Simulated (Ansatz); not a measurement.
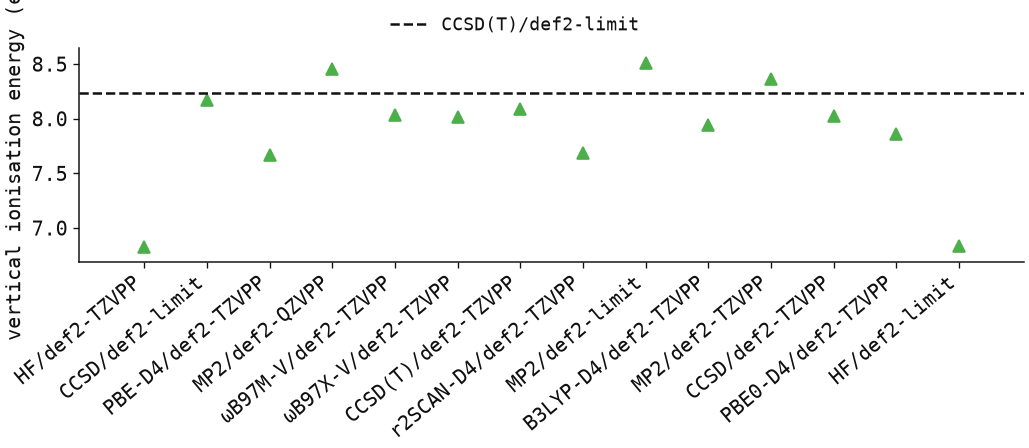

Vertical ionisation energy of C₆H₁₄N₂Si, SMILES C=C[Si](N)(C=C)N(C)C, taken as the energy of the cation less that of the neutral at fixed geometry (unrestricted doublet cation, cores frozen in correlated methods, no spin-orbit coupling), the Ansatz code 0.2.0, at a PBE0-D4/def2-TZVP geometry (no frequency check). Limit means an estimate of the basis limit from triple and quadruple zeta; for coupled cluster it is either extrapolated directly or built as the MP2 limit plus the step from MP2 in triple zeta. The distance of MP2/def2-QZVPP, CCSD(T)/def2-TZVPP, MP2/def2-TZVPP and CCSD/def2-TZVPP to the limit includes basis error.

Q: Which level comes closest to the line (CCSD(T)/def2-limit), and which misses most?

A: Closest CCSD/def2-limit (8.17 eV), against 8.23 eV; farthest HF/def2-TZVPP (6.83 eV).

Q: Give the values.

A:
```tsv
level	eV	less CCSD(T)/def2-limit
HF/def2-TZVPP	6.83	−1.40
CCSD/def2-limit	8.17	−0.06
PBE-D4/def2-TZVPP	7.67	−0.56
MP2/def2-QZVPP	8.45	0.22
ωB97M-V/def2-TZVPP	8.03	−0.20
ωB97X-V/def2-TZVPP	8.01	−0.22
CCSD(T)/def2-TZVPP	8.08	−0.15
r2SCAN-D4/def2-TZVPP	7.69	−0.54
MP2/def2-limit	8.51	0.28
B3LYP-D4/def2-TZVPP	7.94	−0.29
MP2/def2-TZVPP	8.37	0.14
CCSD/def2-TZVPP	8.03	−0.21
PBE0-D4/def2-TZVPP	7.86	−0.37
HF/def2-limit	6.83	−1.40
CCSD(T)/def2-limit	8.23	0.00
```

Caveats, for all or some of the runs: one conformer of a flexible molecule.
